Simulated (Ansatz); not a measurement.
**B₂F₄H₄N₂: small, medium and large basis sets**

How large a basis does B₂F₄H₄N₂ need? Two functionals are run in growing sets.

The runs use Ansatz 0.2.0, Gaussian basis; one geometry, several basis sets.

Plan: PBE0-D4/def2-SVP; ωB97M-V/def2-SVP; PBE0-D4/def2-QZVPP; ωB97M-V/def2-QZVPP; the functionals' def2-TZVPP values are taken from earlier runs.

## 1. The relaxed structure

All runs share one geometry, relaxed beforehand with PBE0-D4 in a triple-zeta def2 set.

12 atoms, charge 0, spin multiplicity 1.

Atoms are counted from 1 here; the program's logs count them from 0.

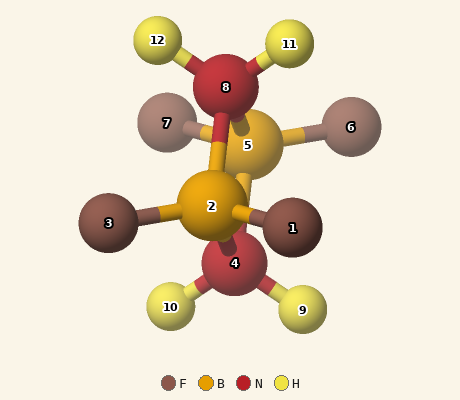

The geometry (fluorine brown, boron amber, nitrogen red, hydrogen yellow); atoms are numbered from 1 in the order of the file.

## 2. PBE0-D4 in def2-SVP

in.yaml

```yaml
crystal:
  periodic: [false, false, false]
  atoms:
    - {symbol: F, position_ang: [0.729739, -0.635767, 1.945419]}
    - {symbol: B, position_ang: [0.750946, -0.588213, 0.584158]}
    - {symbol: F, position_ang: [1.741433, -1.300384, -0.022029]}
    - {symbol: N, position_ang: [0.694722, 0.916948, 0.046462]}
    - {symbol: B, position_ang: [-0.737535, 0.578652, -0.579630]}
    - {symbol: F, position_ang: [-1.729504, 1.292103, 0.022638]}
    - {symbol: F, position_ang: [-0.712811, 0.623589, -1.940910]}
    - {symbol: N, position_ang: [-0.682630, -0.925645, -0.039377]}
    - {symbol: H, position_ang: [0.679871, 1.622722, 0.773115]}
    - {symbol: H, position_ang: [1.408048, 1.147126, -0.635106]}
    - {symbol: H, position_ang: [-1.395252, -1.153321, 0.643775]}
    - {symbol: H, position_ang: [-0.670029, -1.632910, -0.764615]}
basis:
  gaussian: {orbitals: def2-SVP}
hamiltonian: {xc: pbe0, dispersion: d4}
output: {orbitals: {seedname: orbitals}}
```

Command:

```sh
$ ansatz run in.yaml --threads 4 --pin off --events-out ev --progress --plain --max-ram 11315MiB
```

The runs that follow: ωB97M-V in def2-SVP; PBE0-D4 in def2-QZVPP; ωB97M-V in def2-QZVPP.

Q: Predict the results of all the runs planned. Wanted: PBE0-D4: double and triple zeta above quadruple; ωB97M-V: double and triple zeta above quadruple.

**Answer**, as computed:

| quantity | value |
| --- | --- |
| PBE0-D4: double and triple zeta above quadruple | 18.84, 0.79 eV |
| ωB97M-V: double and triple zeta above quadruple | 19.11, 0.73 eV |

What this shows: For PBE0-D4 the step from double to triple zeta gains 18.05 eV and the next only 0.79 eV. These are total energies; as a rule much of such shifts cancels in differences, which this series doesn't test. The LUMO of ωB97M-V is positive and keeps falling with the basis (2.83 to 1.14 eV): an unbound level that the basis holds in place.
